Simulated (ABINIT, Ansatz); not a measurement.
**K2H6Pt (Fm-3m): G0W0 on several meshes in ABINIT**

Wanted: mesh dependence and cost of G0W0 for K2H6Pt (Fm-3m).

Main program and level: ABINIT 10.8.3; LDA and many-body steps on it, plane waves.

## 1. The starting structure

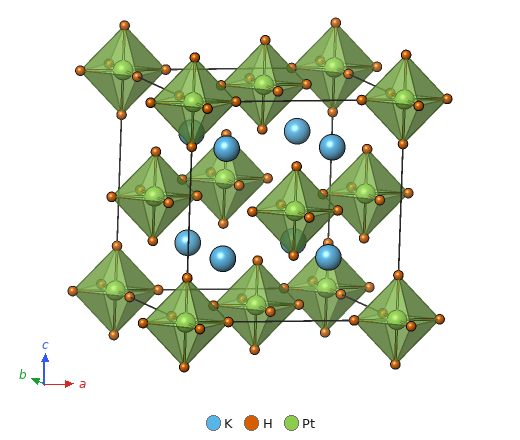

The starting structure, seen slightly off an axis (potassium blue, hydrogen orange, platinum green). This picture shows the conventional cell, with its axes. Some periodic images of atoms are drawn too.

The cell and positions are those that the Materials Project relaxed with its own functionals (PBE, PBE+U or r2SCAN), kept fixed. Spin-orbit coupling is left out unless a step names it.

## 2. Empty states on the mesh, 2×2×2 mesh, 260 bands

This step: ABINIT 10.8.3; DFT, LDA, plane waves, norm-conserving pseudopotentials.

The sums over transitions need many empty states on a uniform mesh; this step solves for them.

run.abi

```
acell 3*1.0 Angstrom
rprim 
  0.000000000000 4.060020550000 4.060020550000
  4.060020550000 0.000000000000 4.060020550000
  4.060020550000 4.060020550000 0.000000000000
ntypat 3
znucl 19 1 78
natom 9
typat 1 1 2 2 2 2 2 2 3
xred 
  0.750000000000 0.750000000000 0.750000000000
  0.250000000000 0.250000000000 0.250000000000
  0.797862200000 0.797862200000 0.202137800000
  0.202137800000 0.797862200000 0.202137800000
  0.797862200000 0.202137800000 0.202137800000
  0.202137800000 0.202137800000 0.797862200000
  0.797862200000 0.202137800000 0.797862200000
  0.202137800000 0.797862200000 0.797862200000
  0.000000000000 0.000000000000 0.000000000000
pp_dirpath "pseudos"
pseudos "K.upf, H.upf, Pt.upf"
ecut 34
ngkpt 2 2 2
nshiftk 1
shiftk 0 0 0
kptopt 1
chksymbreak 0
iscf -2
irdden 1
istwfk *1
nband 260
nbdbuf 22
tolwfr 1e-09
nstep 60
prtvol 0
indata_prefix "in"
outdata_prefix "out"
tmpdata_prefix "tmp"
```

Run with:

```console
$ OMP_NUM_THREADS=1 mpirun -n 4 abinit run.abi > log
```

Numbers of over 12 decimals in the logs are rounded to 6 here.

Output:

```text
.Version 10.8.3 of ABINIT. v10.8.2 released Aug 2026.

 Symmetries : space group Fm -3 m (#225); Bravais cF (face-center cubic)
[... echo of the input left out ...]
== DATASET  1 ==================================================================
-   mpi_nproc: 4, omp_nthreads: 1 (-1 if OMP is not activated)
-    --> not optimal distribution: autoparal keyword recommended in input file <--

--- !DatasetInfo
iteration_state: {dtset: 1, }
dimensions: {natom: 9, nkpt: 3, mband: 260, nsppol: 1, nspinor: 1, nspden: 1, mpw: 8609, }
cutoff_energies: {ecut:  34.0, pawecutdg:  -1.0, }
[...]
2.78875    2.78875    2.83249    2.83249    2.83249    2.83558    2.84195    2.86160
   2.86160    2.86160    2.88113    2.88810    2.88811    2.88818    2.90726    2.90777
   2.91621    2.91713    2.92825    2.92988
 prteigrs : prtvol=0 or 1, do not print more k-points.

== END DATASET(S) ==============================================================
================================================================================

 -outvars: echo values of variables after computation  --------
            nband         260
             nkpt           3
          spgroup         225
 [... the other variables as echoed above ...]

 Calculation completed.
```

The job ended after 2.8 min (4 MPI ranks of Arm Neoverse V1, shared host; peak memory 0.45 GiB).

This step gave:

- gap: 3.719 eV
- k of the valence top: 0.5, 0, 0
- k of the conduction bottom: 0.5, 0.5, 0
- least direct gap: 3.838 eV
- k points computed: 3
- lowest point of the top converged band, above the valence top: 74.7282 eV

On this mesh the gap is 3.719 eV.

The density comes from a self-consistent run that is not shown.

## 3. Screening, 2×2×2 mesh, 109 bands, screening to 114.3 eV

The RPA dielectric matrix is built and inverted for each q.

This step: RPA screening on LDA, plane waves, norm-conserving pseudopotentials.

run.abi: that of step 2 with these lines changed.

```diff
@@ -27,10 +27,11 @@
 chksymbreak 0
-iscf -2
-irdden 1
 istwfk *1
-nband 260
-nbdbuf 22
-tolwfr 1e-09
-nstep 60
-prtvol 0
+occopt 1
+irdwfk 1
+optdriver 3
+nband 109
+ecuteps 4.2
+inclvkb 2
+awtr 1
+symchi 1
 indata_prefix "in"
```

Output:

```text
.Version 10.8.3 of ABINIT. v10.8.2 released Aug 2026.

 Symmetries : space group Fm -3 m (#225); Bravais cF (face-center cubic)
[... echo of the input left out ...]
== DATASET  1 ==================================================================
-   mpi_nproc: 4, omp_nthreads: 1 (-1 if OMP is not activated)

--- !DatasetInfo
iteration_state: {dtset: 1, }
dimensions: {natom: 9, nkpt: 3, mband: 109, nsppol: 1, nspinor: 1, nspden: 1, mpw: 8609, }
cutoff_energies: {ecut:  34.0, pawecutdg:  -1.0, }
electrons: {nelect:   4.20000000E+01, charge:   0.00000000E+00, occopt:   1.00000000E+00, tsmear:   1.00000000E-02, }

 SCREENING: Calculation of the susceptibility and dielectric matrices

 Based on a program developped by R.W. Godby, V. Olevano, G. Onida, and L. Reining.
 Incorporated in ABINIT by V. Olevano, G.-M. Rignanese, and M. Torrent.
.Using double precision arithmetic ; gwpc =  8

[... cell and pseudopotentials left out ...]
--------------------------------------------------------------------------------

 ==== K-mesh for the wavefunctions ====
 Number of points in the irreducible wedge :     3
[... list of points left out ...]
 Together with 48 symmetry operations and time-reversal symmetry
 yields     8 points in the full Brillouin Zone.

 ==== Q-mesh for the screening function ====
 Number of points in the irreducible wedge :     3
[... list of points left out ...]
 Together with 48 symmetry operations and time-reversal symmetry
 yields     8 points in the full Brillouin Zone.

 setmesh: FFT mesh size selected  =    40x   40x   40
          total number of points  =        64000

 vcoul_init : cutoff-mode = AUXILIARY_FUNCTION
 q-points for optical limit:   1
     1)      0.000010    0.000020    0.000030

- screening: taking advantage of time-reversal symmetry
- Maximum band index for partially occupied states nbvw = 21
- Remaining bands to be divided among processors   nbcw = 88
- Number of bands treated by each node ~22

 Number of electrons calculated from density =   42.0000; Expected =   42.0000
 average of density, n =  0.046498
 r_s =    1.7251
 omega_plasma =   20.8005 [eV]

 calculating chi0 at frequencies [eV] :
  1    0.000000E+00    0.000000E+00
  2    0.000000E+00    2.080054E+01

--------------------------------------------------------------------------------
  q-point number  1        q = ( 0.000000, 0.000000, 0.000000) [r.l.u.]
--------------------------------------------------------------------------------
[... chi0 elements left out ...]
 For q-point:  0.000010 0.000020 0.000030
  dielectric constant =   3.0019
  dielectric constant without local fields =   3.8678

  Average fulfillment of the sum rule on Im[epsilon] for q-point    1 :     56.48  [%]
[... wings left out ...]
  q-point number  2        q = ( 0.500000, 0.000000, 0.000000) [r.l.u.]
--------------------------------------------------------------------------------
[... chi0 elements left out ...]
  Average fulfillment of the sum rule on Im[epsilon] for q-point    2 :     63.41  [%]

 [... 1 further q-points ...]
```

Elapsed: 19 s, on 4 MPI ranks; peak memory 1.5 GiB; 77 s of CPU time.

Numbers from this step:

| Property | Result |
| --- | --- |
| ε∞ with local fields, on this mesh, along the program's q direction | 3.002 |
| the same without local fields | 3.868 |
| plasma frequency | 20.80 eV |
| plane waves in the screening matrix | 339 |

Local fields lower ε∞ by 22 %. On a Γ-centred mesh this coarse the value itself is usually too large, while a short band sum pulls it down.

## 4. 2×2×2

The self-energy is evaluated for the states that the input lists, and the levels follow from it, in one-shot runs by the linearised quasiparticle equation.

This step: G0W0 on LDA, plane waves, norm-conserving pseudopotentials.

run.abi: that of step 3 with these lines changed.

```diff
@@ -30,8 +30,19 @@
 irdwfk 1
-optdriver 3
+optdriver 4
 nband 109
+gwcalctyp 0
+ecutsigx 34
+symsigma 1
+nkptgw 3
+kptgw 
+  0.5000000000 0.0000000000 0.0000000000
+  0.5000000000 0.5000000000 0.0000000000
+  0.0000000000 0.0000000000 0.0000000000
+bdgw 
+  20 23
+  20 23
+  19 24
 ecuteps 4.2
-inclvkb 2
-awtr 1
-symchi 1
+irdscr 1
+ppmodel 1
 indata_prefix "in"
```

Output:

```text
.Version 10.8.3 of ABINIT. v10.8.2 released Aug 2026.

 Symmetries : space group Fm -3 m (#225); Bravais cF (face-center cubic)
[... echo of the input left out ...]
== DATASET  1 ==================================================================
-   mpi_nproc: 4, omp_nthreads: 1 (-1 if OMP is not activated)

--- !DatasetInfo
iteration_state: {dtset: 1, }
dimensions: {natom: 9, nkpt: 3, mband: 109, nsppol: 1, nspinor: 1, nspden: 1, mpw: 8609, }
cutoff_energies: {ecut:  34.0, pawecutdg:  -1.0, }
electrons: {nelect:   4.20000000E+01, charge:   0.00000000E+00, occopt:   1.00000000E+00, tsmear:   1.00000000E-02, }

 SIGMA: Calculation of the GW corrections

 Based on a program developped by R.W. Godby, V. Olevano, G. Onida, and L. Reining.
 Incorporated in ABINIT by V. Olevano, G.-M. Rignanese, and M. Torrent.
.Using double precision arithmetic ; gwpc =  8

[... cell and pseudopotentials left out ...]
--------------------------------------------------------------------------------

 ==== K-mesh for the wavefunctions ====
 Number of points in the irreducible wedge :     3
[... list of points left out ...]
 Together with 48 symmetry operations and time-reversal symmetry
 yields     8 points in the full Brillouin Zone.

 ==== Q-mesh for screening function ====
 Number of points in the irreducible wedge :     3
[... list of points left out ...]
 Together with 48 symmetry operations and time-reversal symmetry
 yields     8 points in the full Brillouin Zone.

 vcoul_init : cutoff-mode = AUXILIARY_FUNCTION
 q-points for optical limit:   1
     1)      0.000010    0.000020    0.000030
 setmesh: FFT mesh size selected  =    60x   60x   60
          total number of points  =       216000

 Number of electrons calculated from density =   42.0000; Expected =   42.0000
 average of density, n =  0.046498
 r_s =    1.7251
 omega_plasma =   20.8005 [eV]

 === KS Band Gaps ===
  >>>> For spin  1
   Minimum direct gap =   3.8383 [eV], located at k-point      :   0.5000  0.5000  0.0000
   Fundamental gap    =   3.7189 [eV], Top of valence bands at :   0.5000  0.0000  0.0000
                                       Bottom of conduction at :   0.5000  0.5000  0.0000
 SIGMA fundamental parameters:
 PLASMON POLE MODEL  1
 number of plane-waves for SigmaX                 8609
 number of plane-waves for SigmaC and W            339
 number of plane-waves for wavefunctions          8609
 number of bands                                   109
 number of independent spin polarizations            1
 number of spinorial components                      1
 number of k-points in IBZ                           3
 number of q-points in IBZ                           3
 number of symmetry operations                      48
 number of k-points in BZ                            8
 number of q-points in BZ                            8
 number of frequencies for dSigma/dE                 9
 frequency step for dSigma/dE [eV]                0.25
 number of omega for Sigma on real axis              0
 max omega for Sigma on real axis  [eV]           0.00
 zcut for avoiding poles [eV]                     0.10

 EPSILON^-1 parameters (SCR file):
 dimension of the eps^-1 matrix on file            339
 dimension of the eps^-1 matrix used               339
 number of plane-waves for wavefunctions          8609
 number of bands                                   109
 number of q-points in IBZ                           3
 number of frequencies                               2
 number of real frequencies                          1
 number of imag frequencies                          1

 matrix elements of self-energy operator (all in [eV])

 Perturbative Calculation

--- !SelfEnergy_ee
iteration_state: {dtset: 1, }
kpoint     : [   0.500,    0.000,    0.000, ]
spin       : 1
KS_gap     :    5.469
QP_gap     :    8.148
Delta_QP_KS:    2.679
data: !SigmaeeData |
     Band     E0 <VxcDFT>   SigX SigC(E0)      Z dSigC/dE  Sig(E)    E-E0       E
       20   0.204 -11.659 -14.635   1.861   0.822  -0.217 -12.576  -0.917  -0.713
       21   0.204 -11.659 -14.635   1.861   0.822  -0.217 -12.576  -0.917  -0.713
       22   5.673 -11.930  -7.508  -2.332   0.843  -0.186 -10.169   1.762   7.435
       23   5.673 -11.930  -7.508  -2.332   0.843  -0.186 -10.169   1.762   7.435

--- !SelfEnergy_ee
iteration_state: {dtset: 1, }
kpoint     : [   0.500,    0.500,    0.000, ]
spin       : 1
KS_gap     :    3.838
QP_gap     :    6.234
Delta_QP_KS:    2.396
data: !SigmaeeData |
     Band     E0 <VxcDFT>   SigX SigC(E0)      Z dSigC/dE  Sig(E)    E-E0       E
       20   0.084 -11.595 -14.627   1.857   0.822  -0.217 -12.561  -0.966  -0.881
       21   0.084 -11.595 -14.627   1.857   0.822  -0.217 -12.561  -0.966  -0.881
[...]
--- !SelfEnergy_ee
iteration_state: {dtset: 1, }
kpoint     : [   0.000,    0.000,    0.000, ]
spin       : 1
KS_gap     :    5.219
QP_gap     :    7.450
Delta_QP_KS:    2.232
data: !SigmaeeData |
     Band     E0 <VxcDFT>   SigX SigC(E0)      Z dSigC/dE  Sig(E)    E-E0       E
[...]
22   5.180  -7.814  -3.498  -2.796   0.859  -0.164  -6.507   1.307   6.486
       23   6.121 -12.607  -7.789  -2.421   0.842  -0.187 -10.588   2.019   8.140
       24   6.121 -12.607  -7.789  -2.421   0.842  -0.187 -10.588   2.019   8.140

 New Fermi energy :        8.683446E-02 Ha ,    2.362886E+00 eV

 === QP Band Gaps ===
  >>>> For spin  1
   Minimum direct gap =   6.2344 [eV], located at k-point      :   0.5000  0.5000  0.0000
   Fundamental gap    =   6.0662 [eV], Top of valence bands at :   0.5000  0.0000  0.0000
                                       Bottom of conduction at :   0.5000  0.5000  0.0000

== END DATASET(S) ==============================================================
================================================================================

 -outvars: echo values of variables after computation  --------
           etotal      0.0000000000E+00
            nband         109
             nkpt           3
          spgroup         225
 [... the other variables as echoed above ...]

 Calculation completed.
```

Run time: 14 s. Hardware: 4 MPI ranks; peak memory 1 GiB; 57 s of CPU time.

This step gave:

- G0W0 gap on the points computed: 6.066 eV
- starting gap on the mesh: 3.719 eV
- k of the valence top: 0.5, 0, 0
- k of the conduction bottom: 0.5, 0.5, 0
- Z at the valence top: 0.822
- Z at the conduction bottom: 0.851
- least direct G0W0 gap on the computed points: 6.234 eV

The gap on the mesh goes from 3.72 eV to 6.07 eV, a correction of +2.35 eV.

## 5. Empty states on the mesh, 4×4×4 mesh, 119 bands

This step: DFT, LDA, plane waves, norm-conserving pseudopotentials.

run.abi: that of step 4 with these lines changed.

```diff
@@ -22,3 +22,3 @@
 ecut 34
-ngkpt 2 2 2
+ngkpt 4 4 4
 nshiftk 1
@@ -27,22 +27,10 @@
 chksymbreak 0
+iscf -2
+irdden 1
 istwfk *1
-occopt 1
-irdwfk 1
-optdriver 4
-nband 109
-gwcalctyp 0
-ecutsigx 34
-symsigma 1
-nkptgw 3
-kptgw 
-  0.5000000000 0.0000000000 0.0000000000
-  0.5000000000 0.5000000000 0.0000000000
-  0.0000000000 0.0000000000 0.0000000000
-bdgw 
-  20 23
-  20 23
-  19 24
-ecuteps 4.2
-irdscr 1
-ppmodel 1
+nband 119
+nbdbuf 10
+tolwfr 1e-09
+nstep 60
+prtvol 0
 indata_prefix "in"
```

Output:

```text
.Version 10.8.3 of ABINIT. v10.8.2 released Aug 2026.

 Symmetries : space group Fm -3 m (#225); Bravais cF (face-center cubic)
[... echo of the input left out ...]
== DATASET  1 ==================================================================
-   mpi_nproc: 4, omp_nthreads: 1 (-1 if OMP is not activated)

--- !DatasetInfo
iteration_state: {dtset: 1, }
dimensions: {natom: 9, nkpt: 8, mband: 119, nsppol: 1, nspinor: 1, nspden: 1, mpw: 8609, }
cutoff_energies: {ecut:  34.0, pawecutdg:  -1.0, }
[...]
1.38618    1.38618    1.41285    1.41285    1.43573    1.43573    1.43573    1.45163
   1.45163    1.45163    1.54614    1.54614    1.54614    1.56216    1.56216    1.56216
   1.57273    1.57275    1.57278    1.57721    1.58510    1.58602    1.58611
 prteigrs : prtvol=0 or 1, do not print more k-points.

== END DATASET(S) ==============================================================
================================================================================

 -outvars: echo values of variables after computation  --------
            nband         119
             nkpt           8
          spgroup         225
 [... the other variables as echoed above ...]

 Calculation completed.
```

It took 98 s on 4 MPI ranks; peak memory 0.49 GiB; 6.5 min of CPU time.

Numbers from this step:

- gap: 3.719 eV
- k of the valence top: 0.5, 0, 0
- k of the conduction bottom: 0.5, 0.5, 0
- least direct gap: 3.838 eV
- k points computed: 8
- lowest point of the top converged band, above the valence top: 40.00 eV

On this mesh the gap is 3.719 eV.

## 6. Screening, 4×4×4 mesh, 109 bands, screening to 114.3 eV

This step: RPA screening on LDA, plane waves, norm-conserving pseudopotentials.

run.abi: that of step 5 with these lines changed.

```diff
@@ -27,10 +27,11 @@
 chksymbreak 0
-iscf -2
-irdden 1
 istwfk *1
-nband 119
-nbdbuf 10
-tolwfr 1e-09
-nstep 60
-prtvol 0
+occopt 1
+irdwfk 1
+optdriver 3
+nband 109
+ecuteps 4.2
+inclvkb 2
+awtr 1
+symchi 1
 indata_prefix "in"
```

Output:

```text
.Version 10.8.3 of ABINIT. v10.8.2 released Aug 2026.

 Symmetries : space group Fm -3 m (#225); Bravais cF (face-center cubic)
[... echo of the input left out ...]
== DATASET  1 ==================================================================
-   mpi_nproc: 4, omp_nthreads: 1 (-1 if OMP is not activated)

--- !DatasetInfo
iteration_state: {dtset: 1, }
dimensions: {natom: 9, nkpt: 8, mband: 109, nsppol: 1, nspinor: 1, nspden: 1, mpw: 8609, }
cutoff_energies: {ecut:  34.0, pawecutdg:  -1.0, }
electrons: {nelect:   4.20000000E+01, charge:   0.00000000E+00, occopt:   1.00000000E+00, tsmear:   1.00000000E-02, }

 SCREENING: Calculation of the susceptibility and dielectric matrices

 Based on a program developped by R.W. Godby, V. Olevano, G. Onida, and L. Reining.
 Incorporated in ABINIT by V. Olevano, G.-M. Rignanese, and M. Torrent.
.Using double precision arithmetic ; gwpc =  8

[... cell and pseudopotentials left out ...]
--------------------------------------------------------------------------------

 ==== K-mesh for the wavefunctions ====
 Number of points in the irreducible wedge :     8
[... list of points left out ...]
 Together with 48 symmetry operations and time-reversal symmetry
 yields    64 points in the full Brillouin Zone.

 ==== Q-mesh for the screening function ====
 Number of points in the irreducible wedge :     8
[... list of points left out ...]
 Together with 48 symmetry operations and time-reversal symmetry
 yields    64 points in the full Brillouin Zone.

 setmesh: FFT mesh size selected  =    40x   40x   40
          total number of points  =        64000

 vcoul_init : cutoff-mode = AUXILIARY_FUNCTION
 q-points for optical limit:   1
     1)      0.000010    0.000020    0.000030

- screening: taking advantage of time-reversal symmetry
- Maximum band index for partially occupied states nbvw = 21
- Remaining bands to be divided among processors   nbcw = 88
- Number of bands treated by each node ~22

 Number of electrons calculated from density =   42.0000; Expected =   42.0000
 average of density, n =  0.046498
 r_s =    1.7251
 omega_plasma =   20.8005 [eV]

 calculating chi0 at frequencies [eV] :
  1    0.000000E+00    0.000000E+00
  2    0.000000E+00    2.080054E+01

--------------------------------------------------------------------------------
  q-point number  1        q = ( 0.000000, 0.000000, 0.000000) [r.l.u.]
--------------------------------------------------------------------------------
[... chi0 elements left out ...]
 For q-point:  0.000010 0.000020 0.000030
  dielectric constant =   2.7308
  dielectric constant without local fields =   3.5469

  Average fulfillment of the sum rule on Im[epsilon] for q-point    1 :     56.60  [%]
[... wings left out ...]
  q-point number  2        q = ( 0.250000, 0.000000, 0.000000) [r.l.u.]
--------------------------------------------------------------------------------
[... chi0 elements left out ...]
  Average fulfillment of the sum rule on Im[epsilon] for q-point    2 :     69.08  [%]

 [... 6 further q-points ...]
```

Wall time 2.3 min (4 MPI ranks); peak memory 2.5 GiB; 9.2 min of CPU time.

This step gave:

```
ε∞ with local fields, on this mesh, along the program's q direction : 2.731
the same without local fields                                       : 3.547
plasma frequency                                                    : 20.80 eV
plane waves in the screening matrix                                 : 339
```

[end of part 1 of 2]

[Paths, hosts, dates, memory and timing lines, banners, echoed tables and standing remarks are left out of the program output.]

[Logs are printed without paths, hosts, clocks, repeated set-up lines and the standing remarks that a program may print on its own settings, such as how far it seeks lower states.]

[Runs of the session that timed out or met a known fault of the program may be left out.]

[Hosts, paths, dates, database ids (printed as entryN), source tags and the programs' standing remarks are cut or masked in the printed files.]

[G0W0 gaps are taken among the corrected bands and points alone; a level outside them can change the order at an edge.]

[Where Ansatz stands beside ABINIT at settings called matched, ABINIT's density can come from a denser mesh and the files from another edition; pairs whose starting gaps differed by over 0.03 eV were left out, so agreement reads better than it is.]
